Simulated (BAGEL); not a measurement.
**singlet AlH2O+, step by step**

Aim: a single-point energy (singlet AlH2O+, HF/def2-TZVP), then a single-point energy (doublet AlH2O, NEVPT2(3,3)/def2-TZVP) of AlH2O. 

Program for the calculation: BAGEL 1.2.2.

8 further runs of the same task are left out: 8 set aside as unsound or not needed.

### Step 1. The molecule

AlH2O+: 4 atoms, total charge +1, spin state singlet. SMILES of the parent species: `[O][AlH2]`. One bond was lengthened or shortened from a relaxed shape. That shape belongs to the parent species and isn't relaxed for this state.

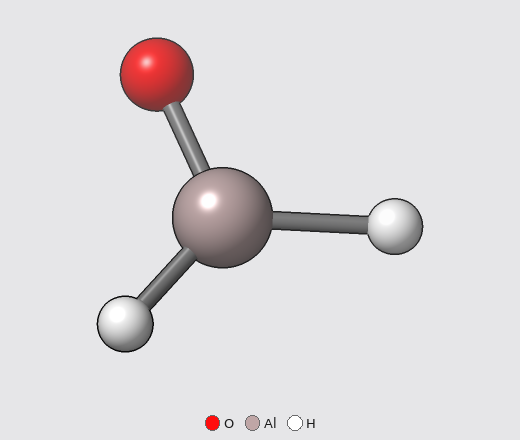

The structure, seen from a chosen angle (oxygen red, aluminium light grey, hydrogen white).

### Step 2. The energy at HF/def2-TZVP (density fitting with svp-jkfit) (run 1)

input.json

```json
{ "bagel": [

{
  "title": "molecule",
  "basis": "def2-tzvp.json",
  "df_basis": "svp-jkfit",
  "angstrom": true,
  "geometry": [
    { "atom": "O", "xyz": [    0.236709,   -0.797704,    1.550717 ] },
    { "atom": "Al", "xyz": [    0.185409,    0.088496,    0.068917 ] },
    { "atom": "H", "xyz": [   -1.149600,   -0.360800,   -1.076000 ] },
    { "atom": "H", "xyz": [    1.305209,    1.185396,   -0.115983 ] }
  ]
},
{ "title": "hf", "charge": 1 },
{ "title": "print", "file": "orbitals.molden", "orbitals": true }

]}
```

The basis set def2-TZVP is read from a file made from the Basis Set Exchange's data (not shown).

Launch:

```console
$ BAGEL_NUM_THREADS=1 BAGEL input.json > input.out
```

Standard output:

```text
* using 1 threads per process

  ===============================================================
  ===============================================================

  *** Geometry ***

  { "atom" : "O", "xyz" : [      0.447315,     -1.507442,      2.930430 ] },
  { "atom" : "Al", "xyz" : [      0.350372,      0.167233,      0.130234 ] },
  { "atom" : "H", "xyz" : [     -2.172429,     -0.681813,     -2.033345 ] },
  { "atom" : "H", "xyz" : [      2.466488,      2.240074,     -0.219176 ] },

  Number of auxiliary basis functions:      241

  Since a DF basis is specified, we compute 2- and 3-index integrals:
    o Being stored without compression. Storage requirement is 0.012 GB

  Number of basis functions:       80
  Number of electrons      :       23

    * METHOD: MOLECULE                             0.07

  *** RHF ***

  === Nuclear Repulsion ===
    43.1030848531

      * DIIS with orbital gradients will be used.

  === RHF iteration (def2-tzvp.json) ===
      0       -316.70876587          0.04296827           0.01
      1       -312.72249502          0.10800507           0.01
      2       -317.36944026          0.01358491           0.01
      3       -317.40922625          0.01378600           0.02
      4       -317.43413711          0.01091661           0.02
      5       -317.47100791          0.00103589           0.01
      6       -317.47136071          0.00026846           0.01
      7       -317.47141361          0.00008067           0.01
      8       -317.47142071          0.00006126           0.01
      9       -317.47142739          0.00004883           0.01
     10       -317.47143457          0.00003562           0.01
     11       -317.47144178          0.00000907           0.01
     12       -317.47144210          0.00000208           0.01
     13       -317.47144211          0.00000079           0.01
     14       -317.47144211          0.00000017           0.01
     15       -317.47144211          0.00000008           0.01
     16       -317.47144211          0.00000004           0.01
     17       -317.47144211          0.00000003           0.01
     18       -317.47144211          0.00000002           0.01
     19       -317.47144211          0.00000002           0.01
     20       -317.47144211          0.00000001           0.01
    * SCF iteration converged.

    * Permanent dipole moment:
           (    0.072116,    -0.169636,     0.370770) a.u.

    * METHOD: HF                                   0.36

    * METHOD: PRINT                                0.02

  ===============================================================
```

It took 0.58 s on 1 thread of Arm Neoverse V1, shared host; peak memory 0.14 GiB.

### Step 3. Doublet neutral AlH2O: a single-point energy at NEVPT2(3,3)/def2-TZVP (density fitting with svp-jkfit) (run 2)

input.json

```json
{ "bagel" : [

{
  "title" : "molecule",
  "basis" : "def2-tzvp.json",
  "df_basis" : "svp-jkfit",
  "angstrom" : true,
  "geometry" : [
    { "atom" : "O", "xyz" : [       0.236709,      -0.797704,       1.550717 ] },
    { "atom" : "Al", "xyz" : [       0.185409,       0.088496,       0.068917 ] },
    { "atom" : "H", "xyz" : [      -1.149600,      -0.360800,      -1.076000 ] },
    { "atom" : "H", "xyz" : [       1.305209,       1.185396,      -0.115983 ] }
  ]
},

{
  "title" : "hf",
  "charge" : 1
},

{
  "title" : "casscf",
  "nstate" : 1,
  "nact" : 3,
  "nclosed" : 10,
  "nspin" : 1,
  "active" : [11, 12, 15],
  "maxiter" : 200,
  "natocc" : true
},

{
  "title" : "nevpt2",
  "nstate" : 1,
  "nact" : 3,
  "nclosed" : 10,
  "nspin" : 1,
  "active" : [11, 12, 15],
  "maxiter" : 200,
  "natocc" : true,
  "ncore" : 6
},

{
  "title" : "print",
  "file" : "orbitals.molden",
  "orbitals" : true
}

]}
```

The basis set def2-TZVP is read from a file made from the Basis Set Exchange's data (not shown).

Launch:

```console
$ BAGEL_NUM_THREADS=1 BAGEL input.json > input.out
```

Standard output:

```text
* using 1 threads per process

  ===============================================================
  ===============================================================

  *** Geometry ***

  { "atom" : "O", "xyz" : [      0.447315,     -1.507442,      2.930430 ] },
  { "atom" : "Al", "xyz" : [      0.350372,      0.167233,      0.130234 ] },
  { "atom" : "H", "xyz" : [     -2.172429,     -0.681813,     -2.033345 ] },
  { "atom" : "H", "xyz" : [      2.466488,      2.240074,     -0.219176 ] },

  Number of auxiliary basis functions:      241

  Since a DF basis is specified, we compute 2- and 3-index integrals:
    o Being stored without compression. Storage requirement is 0.012 GB

  Number of basis functions:       80
  Number of electrons      :       23

    * METHOD: MOLECULE                             0.07

  *** RHF ***

  === Nuclear Repulsion ===
    43.1030848531

      * DIIS with orbital gradients will be used.

  === RHF iteration (def2-tzvp.json) ===
      0       -316.70876587          0.04296827           0.01
      1       -312.72249502          0.10800507           0.01
      2       -317.36944026          0.01358491           0.01
      3       -317.40922625          0.01378600           0.01
      4       -317.43413711          0.01091661           0.01
      5       -317.47100791          0.00103589           0.01
      6       -317.47136071          0.00026846           0.01
      7       -317.47141361          0.00008067           0.01
      8       -317.47142071          0.00006126           0.01
      9       -317.47142739          0.00004883           0.01
     10       -317.47143457          0.00003562           0.01
     11       -317.47144178          0.00000907           0.01
     12       -317.47144210          0.00000208           0.01
     13       -317.47144211          0.00000079           0.01
     14       -317.47144211          0.00000017           0.01
     15       -317.47144211          0.00000008           0.01
     16       -317.47144211          0.00000004           0.01
     17       -317.47144211          0.00000003           0.01
     18       -317.47144211          0.00000002           0.01
     19       -317.47144211          0.00000002           0.01
     20       -317.47144211          0.00000001           0.01
    * SCF iteration converged.

    * Permanent dipole moment:
           (    0.072116,    -0.169636,     0.370770) a.u.

    * METHOD: HF                                   0.34

  ---------------------------
      CASSCF calculation
  ---------------------------

    ==== Active orbitals : =====
         Orbital 11
         Orbital 12
         Orbital 15
    ============================

    * nstate   :      1
    * nclosed  :     10
    * nact     :      3
    * nvirt    :     67
  === CASSCF iteration (def2-tzvp.json) ===

    * Using the second-order algorithm

      0  0      -317.89195493     2.63e-02      0.01

      1  0      -317.95418217     2.47e-03      0.10

      2  0      -317.96763254     1.38e-03      0.09

      3  0      -317.96966370     2.84e-04      0.10

      4  0      -317.96972028     1.05e-04      0.10

      5  0      -317.96972305     3.10e-05      0.11

      6  0      -317.96972323     8.61e-06      0.11

      7  0      -317.96972325     2.33e-06      0.11

      8  0      -317.96972325     6.26e-07      0.11

      9  0      -317.96972325     1.68e-07      0.10

     10  0      -317.96972325     4.48e-08      0.09

     11  0      -317.96972325     1.20e-08      0.08

     12  0      -317.96972325     3.19e-09      0.08

    * Second-order optimization converged. *

     guess   0:   closed 1..                  open .1.

  === FCI iteration ===

      0  0      -317.95178271     4.41e-02      0.00
      1  0      -317.96966950     2.34e-03      0.00
      2  0      -317.96972074     4.12e-04      0.00
      3  0      -317.96972318     6.01e-05      0.00
      4  0      -317.96972324     1.51e-05      0.00
      5  0      -317.96972325     1.34e-06      0.00
      6  0      -317.96972325     1.72e-07      0.00
      7  0 *    -317.96972325     8.17e-16      0.00

     * ci vector, state   0, <S^2> = 0.7500
       2a.    -0.9908949194
       .a2    -0.1319667652

    * METHOD: CASSCF                               1.20

    * freezing 6 orbitals

  === DF-NEVPT2 calculation ===

    * 3-index integral transformation done
    * assembly done

      NEVPT2 correlation energy:   -0.2505890547      0.08

          (+0)     -0.1595512451
          (+0)'    -0.0119440975
          (+1)     -0.0135517394
          (+1)'    -0.0000529102
          (+2)     -0.0001439734
          (-1)     -0.0550176052
          (-1)'    -0.0002314273
          (-2)     -0.0100960564

      NEVPT2 total energy:       -318.2203123036

    * METHOD: NEVPT2                               0.11

    * METHOD: PRINT                                0.02

  ===============================================================
```

It took 1.9 s on 1 thread of Arm Neoverse V1, shared host; peak memory 0.14 GiB.

### Step 4. Summary of results

| quantity | value |
| --- | --- |
| run 1, HF/def2-TZVP: total energy | -317.47144 Eh |
| run 1, HF/def2-TZVP: HOMO energy | -18.20 eV |
| run 1, HF/def2-TZVP: LUMO energy | -10.34 eV |
| run 1, HF/def2-TZVP: HOMO–LUMO gap | 7.87 eV |
| doublet neutral AlH2O: total energy | -318.22031 Eh |
